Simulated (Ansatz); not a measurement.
Hf, response to strain

The reference is Hf in the hcp (Mg type) structure (space group P6_3/mmc, No. 194; relaxed with 0.1 eV smearing).

```yaml
crystal:
  lattice:
    - [3.11736, 0.00000, 0.00000]
    - [-1.55868, 2.69972, 0.00000]
    - [0.00000, 0.00000, 4.95007]
  atoms:
    - { symbol: Hf, position: [0.66667, 0.33333, 0.75000] }
    - { symbol: Hf, position: [0.33333, 0.66667, 0.25000] }
```

Cartesian axes are those of the cell as printed.

Strains are applied to the cell and any free atomic positions relax; under biaxial strain the out-of-plane vector relaxes too.

The values are results of LDA, PAW, 420 eV (Ansatz, a first-principles code; no SOC), not measurements.

Notes on the quantities. in-plane stress: mean in-plane stress (compression positive).

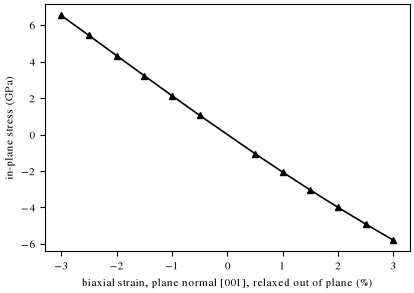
Fig. 1. in-plane stress against biaxial strain, plane normal [001], relaxed out of plane

### Question
From the plot, what is the in-plane stress for biaxial strain +1.00 %, plane normal [001], relaxed out of plane?

### Answer
About -2 GPa.

### Question
Is the trend monotonic over the range shown?

### Answer
Yes, it falls throughout, spanning -5.8 GPa to +6.5 GPa.

Whether these cells are dynamically stable was not tested. All final runs are without spin polarisation.
